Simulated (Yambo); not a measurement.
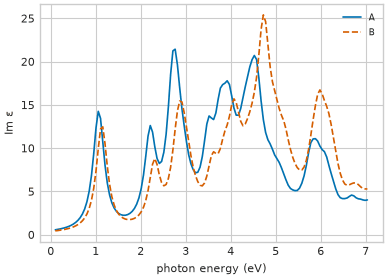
Figure: Two computed absorption spectra of InP (zinc blende, space group F-43m, No. 216) (Yambo, LDA bands with the same scissor, field along x)

Task: Which curve includes the electron-hole attraction (BSE)?

Result: Curve A: the attraction moves weight to lower energy (centre of the plotted range 3.8 eV against 4.2 eV). Settings: 8×8×8 mesh, 3 valence and 4 conduction bands, static screening with 28 bands and a 4 Ry block, scissor 0.54 eV, Tamm-Dancoff. The scissor comes from a G0W0 run whose convergence isn't established. Broadening 0.15 eV. The band window holds all transitions up to 8.7 eV. On this mesh the peak heights and the fine structure are mesh artefacts; only the shift of weight is robust.

The standard potential for In keeps a d shell in the valence without the s and p states of that shell. In tests on such compounds this moved G0W0 gaps by up to about 0.9 eV, so absolute quasiparticle energies here are unreliable; differences between settings are what counts.

Spin-orbit coupling is not included.

Geometry relaxed with LDA; primitive cell a = 4.1172 Å, b = 4.1172 Å, c = 4.1172 Å, α = 60.00°, β = 60.00°, γ = 60.00°.
